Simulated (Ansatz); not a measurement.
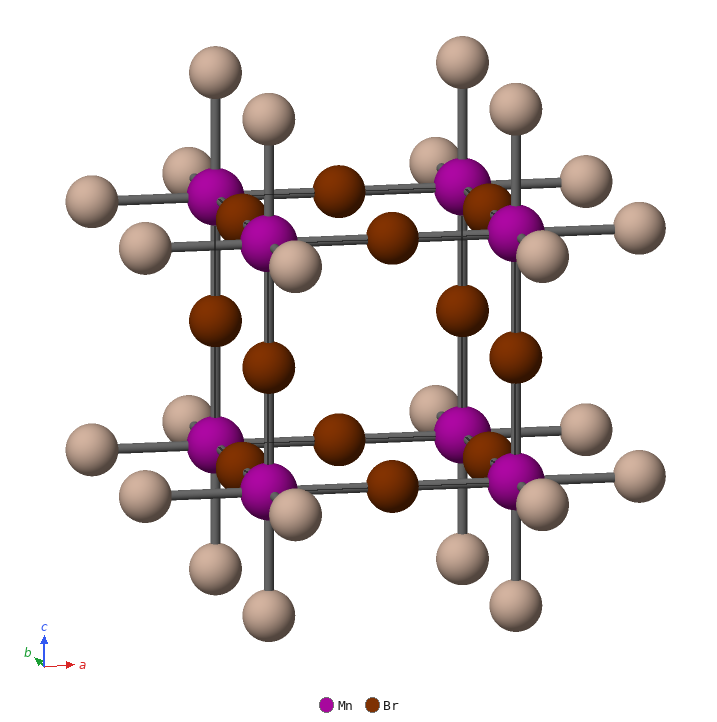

The structure above is drawn in ball-and-stick style and viewed slightly off an axis. The wireframe shows the conventional unit cell. Atoms of adjacent cells appear where they bond to atoms in the box, in fainter colours.

MnBr3, ReO₃ type, space group Pm-3m (No. 221), a = 5.090 Å, b = 5.090 Å, c = 5.090 Å, α = 90.00°, β = 90.00°, γ = 90.00°. The structure comes from a structure type filled with these elements by a generator (whether the compound takes this form wasn't checked). Earlier steps of the study, as a rule a relaxation of our own, may have changed the cell and positions, so they can lie some per cent off the listed ones. Ansatz was used for an electronic-structure calculation on it.

This one geometry was computed with Ansatz (DFT, plane waves, PAW) at five levels of theory: PBE, PBE with spin-orbit coupling, r2SCAN, LDA and PBEsol.

Q: Which level gives the highest pressure at this volume, and what does that say about its equilibrium volume?

A: Highest: PBE (0.0 GPa), PBE with spin-orbit coupling (0.1 GPa) and r2SCAN (0.0 GPa), which points to the largest equilibrium volume. Lowest, with the smallest volume: LDA (-3.6 GPa). Levels within 0.5 GPa of each other can't be told apart.

Q: How does the band gap change with the level of theory?

A: All levels give a metal.

Q: Collect the results in a table.

A:
| level | cutoff (eV) | k-mesh of the run's cell | gap (eV) | pressure (GPa) | absolute moment (μB/atom) |
| --- | --- | --- | --- | --- | --- |
| PBE | 420 | 8×8×8 | metal | 0.0 | 1.10 |
| PBE with spin-orbit coupling | 420 | 8×8×8 | metal | 0.1 | 1.10 |
| r2SCAN | 500 | 8×8×8 | metal | 0.0 | 1.16 |
| LDA | 420 | 8×8×8 | metal | -3.6 | 1.08 |
| PBEsol | 420 | 8×8×8 | metal | -1.9 | 1.10 |

Gaps are taken on the k-mesh or band path of each run.
